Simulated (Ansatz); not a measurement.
Effect of Mg → Ti on Mg2Ge

The parent structure is Mg2Ge in the anti-fluorite structure (space group Fm-3m, No. 225; a = 6.364 Å).

It is then changed as follows: Ti takes the place of Mg on all its sites; the structure is relaxed again.

Computed with plane-wave PAW DFT at the PBEsol level (Ansatz, a program for electronic structure, 420 eV), no spin-orbit coupling, earlier PAW set. k-mesh 14×14×14 (Γ-centred); smearing 0.05 eV (Fermi–Dirac), for the changed cell.

Volume per atom: 17.74 Å³ (base 21.48 Å³)
Density: 5.25 g/cm³ (base 3.12 g/cm³)
Space group: Fm-3m (No. 225) (base Fm-3m (No. 225))
Band gap: zero (base 0.08 eV)

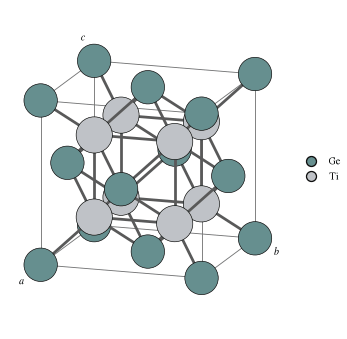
The relaxed conventional cell after the change

Stability against distortions was not tested. As relaxed here, Ti2Ge is a hypothetical phase, not in the database extracts checked. All final runs are without spin polarisation. Ti2Ge has a high density of states at the Fermi level and may be magnetic at this level. A zero or small gap of Mg2Ge can be the functional's error rather than a property of the material.
